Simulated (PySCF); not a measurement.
Input

```
mol = gto.M(atom='''
La    -0.00000     0.00000    -0.00000
O     -0.00000     0.00000     2.59368
H      0.53911     0.53911     3.19895
H     -0.53911    -0.53911     3.19895
O      0.00000    -0.00000    -2.59368
H      0.53911    -0.53911    -3.19895
H     -0.53911     0.53911    -3.19895''',
    basis={'La': 'lcecp-0-SVP', 'O': 'def2-SVP', 'H': 'def2-SVP'},
    ecp={'La': 'lcecp-0-SVP'},
    charge=2, spin=0)
mf = dft.RKS(mol, xc='PBE0')
mf.grids.atom_grid = (75, 302)  # f atoms: at least (60, 302), unpruned
mf = mf.density_fit()  # La AutoAux, O def2-universal-JKFIT, H def2-universal-JKFIT
mf.conv_tol = 1e-09; mf.max_cycle = 55
mf.kernel(dm0)
```

Run with:

```sh
OMP_NUM_THREADS=2 python run.py
```

Core potentials replace the inner electrons of La.

Theory: RKS PBE0, La lcecp-0-SVP with ECP47, O def2-SVP, H def2-SVP; non-relativistic Hamiltonian with scalar-relativistic core potentials where named; density fitting (PySCF 2.14.0).

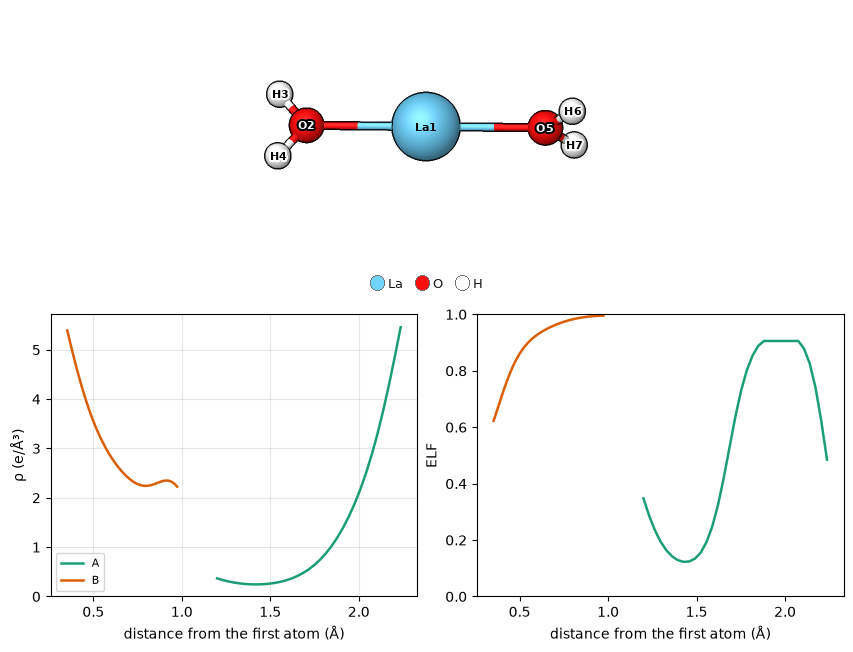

H₄LaO₂ (charge +2). Electron density and electron localisation function along straight lines between neighbouring atoms. The curves leave out the atomic cores. The structure is drawn too.

Which curve belongs to which contact (La–O and O–H)? The first atom named is at distance zero.

Answer. Curve A: La–O (2.59 Å): ρ at the midpoint is about 0.28 e/Å³, with its minimum of 0.25 e/Å³ about 1.4 Å from La; the ELF peaks at about 0.90 in the valence shell of O, 0.7 Å from its nucleus, and drops to about 0.10 between the two atoms; a closed-shell, largely ionic contact. Curve B: O–H (0.97 Å): the density is about 3.7 e/Å³ at the midpoint; the ELF climbs to about 1 towards the hydrogen, as it does in any bond to H: a covalent bond by its length.
